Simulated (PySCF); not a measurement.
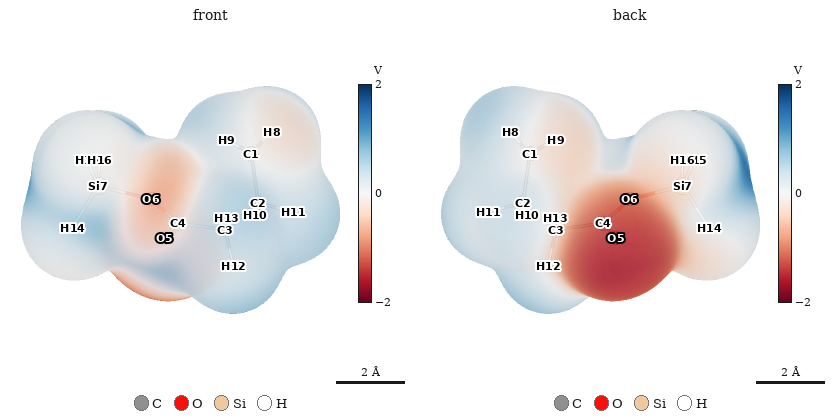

C4H9O2Si (SMILES [CH2]CCC(=O)O[SiH3]) (doublet). The molecular electrostatic potential painted on the density surface at 0.001 e/bohr³, seen from the front and from behind; the colour scale runs from red (negative) to blue (positive).

Geometry: GFN2-xTB.

Computed with PySCF 2.14.0, density-fitted response routines, UKS B3LYP, pcH-1 on C H O Si, non-relativistic, mean-field spin-orbit, GIAO.

```xyz
16

C    -1.8514    0.9835    0.8671
C    -1.8967   -0.4590    0.5760
C    -0.8324   -0.8931   -0.4395
C     0.5331   -0.7004    0.1742
O     0.9537   -1.3389    1.1026
O     1.2383    0.2668   -0.3926
Si    2.7459    0.6940    0.1706
H    -2.5176    1.4020    1.5956
H    -1.1462    1.6258    0.3794
H    -1.7538   -1.0371    1.5007
H    -2.8918   -0.7419    0.2007
H    -0.9588   -1.9521   -0.6714
H    -0.9101   -0.3044   -1.3530
H     3.6461   -0.4435    0.0302
H     3.0074    1.7728   -0.7719
H     2.6267    1.1344    1.5548
```

**Where is the surface potential most negative and most positive?**

The most negative region (about −1.5 V, or −35 kcal/mol for a unit charge) lies over O5, the most positive (about +1.4 V, or +32 kcal/mol for a unit charge) over Si7. O5 is the likeliest acceptor of a hydrogen bond.
